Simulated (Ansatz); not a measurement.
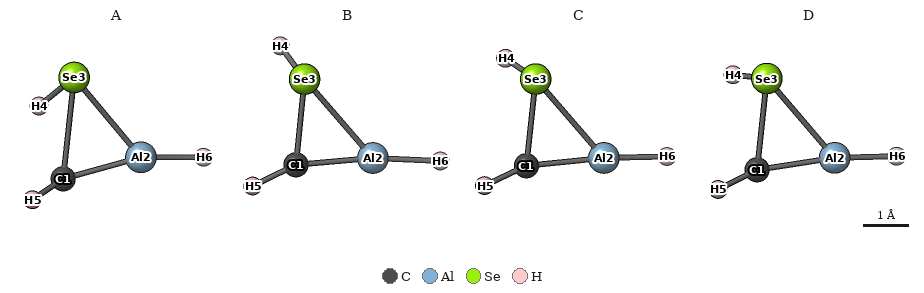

4 geometries from a converged minimum-energy path of CH3AlSe, shuffled. The picture is a ball-and-stick view, seen at a tilt.

The calculation used Ansatz, RKS PBE-D4/def2-SVP. Run with 7 movable images; climbing image; force threshold 0.05 eV/Å; iteration limit 60; starting path through a guess of the saddle point.

Which frame is the top of the path?

Answer. A. In order along the path, whose images run from 0 to 8: A (image 4, +3.05 eV), D (image 6, +2.46 eV), C (image 7, +2.11 eV), B (image 8, +2.02 eV). A hydrogen atom shifts from one atom to another. Breaking: C1–H4 (1.11 → 1.80 at the top → 2.79 Å). Forming: Se3–H4 (2.69 → 1.53 at the top → 1.53 Å).

Cost: 3.1 min on 1 thread of Arm Neoverse V1, with other jobs on the host, peak memory 0.14 GiB.
